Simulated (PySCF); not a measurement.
SMILES C(c1ccc(-c2sccc2)cc1)=C (C12H10S) at its GFN2-xTB optimised geometry (Å):

```
23

C     -3.1400    -3.7899    -0.0001
C     -1.8239    -3.6093     0.0000
C     -1.1175    -2.3369     0.0000
C     -1.7650    -1.0992     0.0000
C     -1.0480     0.0757     0.0000
C      0.3500     0.0740     0.0000
C      1.0924     1.3153     0.0000
C      2.4486     1.5120    -0.0001
C      2.8208     2.8699     0.0000
C      1.7508     3.7058     0.0000
S      0.2640     2.8498     0.0001
C      1.0007    -1.1635     0.0000
C      0.2798    -2.3369     0.0000
H     -3.8418    -2.9739    -0.0001
H     -3.5681    -4.7777     0.0000
H     -1.1780    -4.4795     0.0000
H     -2.8430    -1.0551     0.0000
H     -1.5712     1.0215     0.0000
H      3.1676     0.7131    -0.0001
H      3.8418     3.2083    -0.0001
H      1.7390     4.7777     0.0000
H      2.0787    -1.2056     0.0000
H      0.8067    -3.2811     0.0000
```

Computed with PBE0/def2-SVP in PySCF. Cells within 0.4 Å of a nucleus heavier than hydrogen are left out (blank, or x).

Map of the deformation density (molecule minus spherical neutral atoms) (e/bohr³) on the plane z = 0.0 Å:

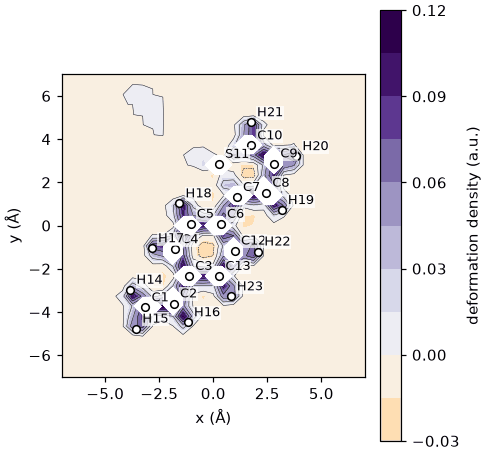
Fig. 1. Deformation density (molecule minus spherical neutral atoms) (e/bohr³) on the plane z = 0.0 Å.
